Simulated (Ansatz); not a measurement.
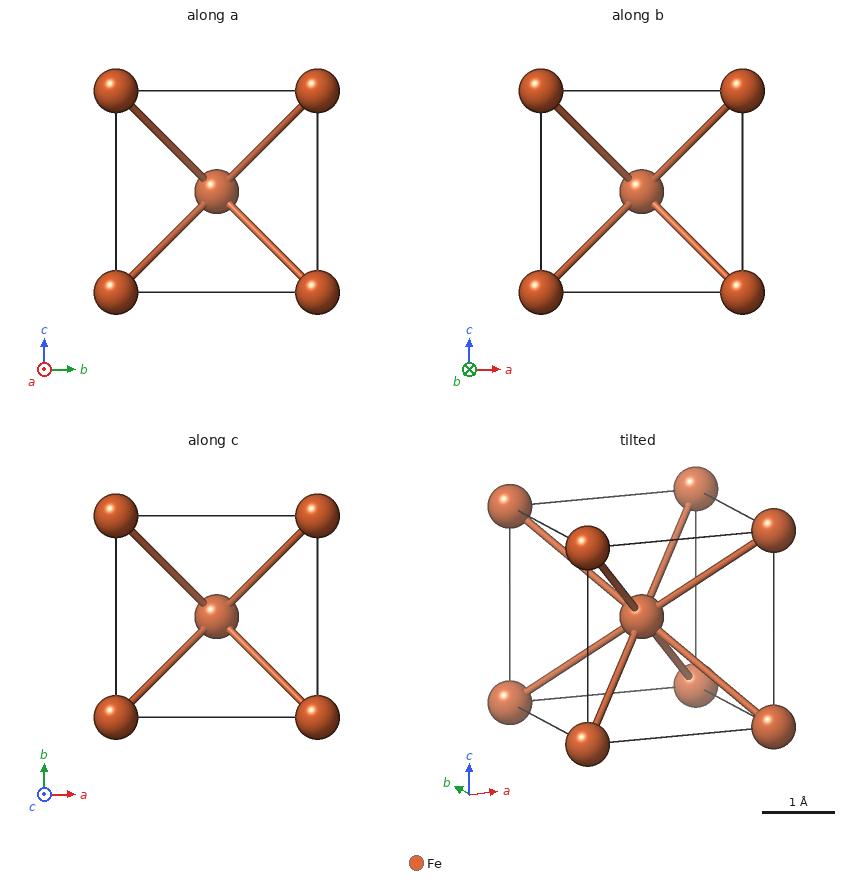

A ball-and-stick rendering, viewed along the a axis, along the b axis, along the c axis and slightly off an axis. The conventional unit cell is drawn as a box.

Lattice parameters: a = 2.829 Å, b = 2.829 Å, c = 2.829 Å, α = 90.00°, β = 90.00°, γ = 90.00°.

### Express the structure as a table of Wyckoff sites.

Space group Im-3m (No. 229).
```tsv
atom	site	x	y	z
Fe	2a	0.0000	0.0000	0.0000
```

It goes back to the standard structure of this element. Earlier steps of the study may have refined or changed the cell and positions. An electronic-structure calculation with Ansatz was run on it.
